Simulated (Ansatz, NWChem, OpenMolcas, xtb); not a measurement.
# Loss of H2: GeH4 → GeH2 + H2

Species: GeH4 (germane) `[GeH4]`, singlet; GeH2 `[GeH2]`, singlet; H2 (hydrogen), singlet. 

Shapes, held fixed at every level: PBE0-D4/def2-TZVP. Programs: Ansatz 0.2.0, NWChem 7.3.0, OpenMolcas 26.06, xtb 6.7.1. A level may come from different programs for different species; with the same settings they agree closely. Electronic energies: no zero-point or thermal term.

```tsv
level	kind	ΔE (kJ/mol)
GFN1-xTB	semi-empirical	+210.1
HF/STO-3G	Hartree–Fock	+358.3
HF/3-21G	Hartree–Fock	+175.6
HF/def2-SVP	Hartree–Fock	+192.5
B3LYP/6-31G* (spherical functions)	global hybrid	+165.3
PBE0/def2-SVP	global hybrid	+206.0
```

PBE0/def2-SVP gives ΔE = +206.0 kJ/mol; the levels span +165.3 to +358.3. The median of the levels is +199.2. No measured value is set beside it here. Relativity is left out for Ge unless named. Rows in sets without polarisation functions are far from converged.

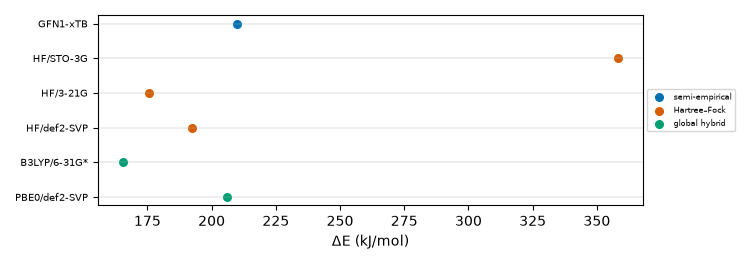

The values of the table, level by level.
